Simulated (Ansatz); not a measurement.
SnO, response to strain

The parent structure is SnO (space group P4/nmm, No. 129; a = 3.769 Å, c = 4.557 Å; layered, stacked along the Cartesian z axis; relaxed with 0.1 eV smearing). Axes: x, y, z lie along a, b, c of the conventional cell.

Strains are applied to the cell and any free atomic positions relax.

Level of theory: DFT with PBEsol-D3(BJ), PAW potentials and a 420 eV plane-wave cutoff in Ansatz (a program for electronic structure), scalar-relativistic without spin-orbit coupling.

Notes on the quantities. energy relative to the base: free energy F.

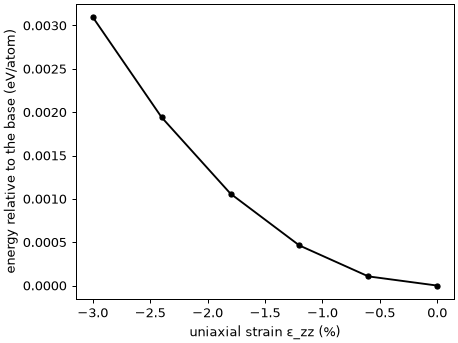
*Energy relative to the base against uniaxial strain ε_zz*

```tsv
uniaxial strain ε_zz (%)	energy relative to the base
-3	+3.1 meV/atom
-2.4	+1.9 meV/atom
-1.8	+1.1 meV/atom
-1.2	+0.5 meV/atom
-0.6	+0.1 meV/atom
```

No phonon test of stability was made. All final runs are without spin polarisation.
